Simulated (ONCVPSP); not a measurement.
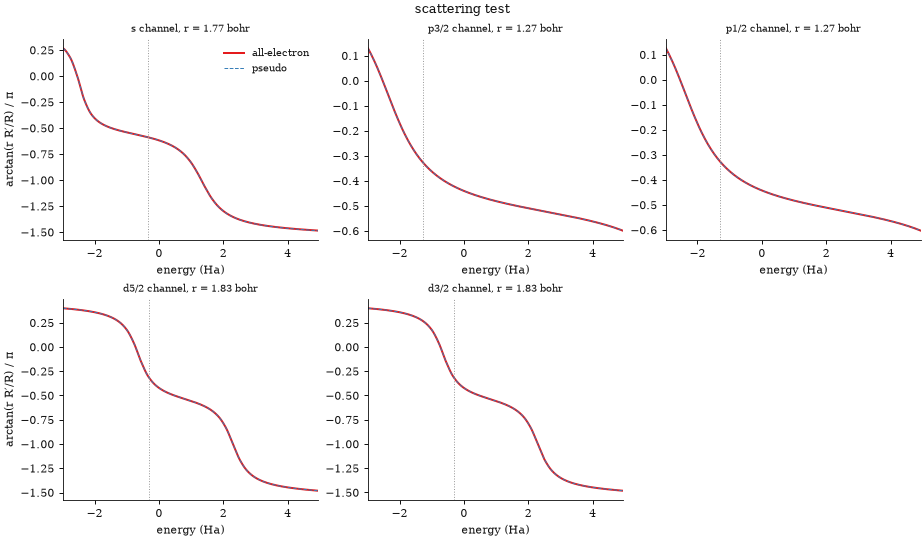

Unwrapped phase arctan(r R′/R) in units of π against energy, all-electron (solid) and pseudo (dashed); the pseudo phase is matched to the all-electron one at the reference energy. Here R(r) is the radial function. The dotted line marks the reference energy of the channel.

Input of ONCVPSP 4.0.1:

```
# ATOM AND REFERENCE CONFIGURATION
# atsym  z   nc   nv     iexc    psfile
  Ca 20.00    3    3        4      upf
#
#   n    l    f
    1    0    2.00
    2    0    2.00
    2    1    6.00
    3    0    2.00
    3    1    6.00
    4    0    1.00
#
# PSEUDOPOTENTIAL AND OPTIMIZATION
# lmax
    2
#
#   l,   rc,      ep,       ncon, nbas, qcut
    0    1.75    0.00    5    8    9.10
    1    1.25    0.00    4    8    6.10
    2    1.80    0.14    4    9    4.80
#
# LOCAL POTENTIAL
# lloc, lpopt,  rc(5),   dvloc0
    4    5    0.95    0.00
#
# VANDERBILT-KLEINMAN-BYLANDER PROJECTORs
# l, nproj, debl
    0    2    1.10
    1    3    0.70
    2    3    2.10
#
# MODEL CORE CHARGE
# icmod, fcfact, rcfact
    3    4.25    1.65
#
# LOG DERIVATIVE ANALYSIS
# epsh1, epsh2, depsh
   -3.00    5.00    0.02
#
# OUTPUT GRID
# rlmax, drl
    6.00    0.01
#
# TEST CONFIGURATIONS
# ncnf
    4
# nvcnf
#   n    l    f
    3
    3    0    2.00
    3    1    6.00
    4    0    2.00
#
    3
    3    0    2.00
    3    1    6.00
    4    0    0.00
#
    3
    3    0    2.00
    3    1    6.00
    4    0    1.50
#
    4
    3    0    2.00
    3    1    6.00
    4    0    0.00
    4    1    2.00
#
```

Run as:
```bash
oncvpspr.x < Ca.dat > Ca.out
```

Functional and relativity: PBE, fully relativistic.

In the p channel the program set the typed energies aside and used -1.277, 0.250, 0.950 Ha. In the d channel the program set the typed energies aside and used -0.306, 1.794, 3.894 Ha.

> Is there a sign of a ghost state?

The plot shows none: the two phases stay within 0.01 rad of each other in all channels drawn. The separate test gives: no bound ghost flagged; GHOST(+) flagged for s at 270.7 eV (flags above 300 eV left out).

> Where are the poles, the energies at which the radial function vanishes at the test radius? (There the phase passes a half-integer multiple of π.)

s: all-electron at -1.5 Ha, pseudo at -1.5 Ha; p3/2: all-electron at 1.6 Ha, pseudo at 1.6 Ha; p1/2: all-electron at 1.6 Ha, pseudo at 1.6 Ha; d5/2: all-electron at 0.5 Ha, pseudo at 0.5 Ha; d3/2: all-electron at 0.5 Ha, pseudo at 0.5 Ha.

> Over which energies does the pseudo-atom scatter like the all-electron atom (phases within 0.05 rad)?

s: over the whole range drawn; p3/2: over the whole range drawn; p1/2: over the whole range drawn; d5/2: over the whole range drawn; d3/2: over the whole range drawn.
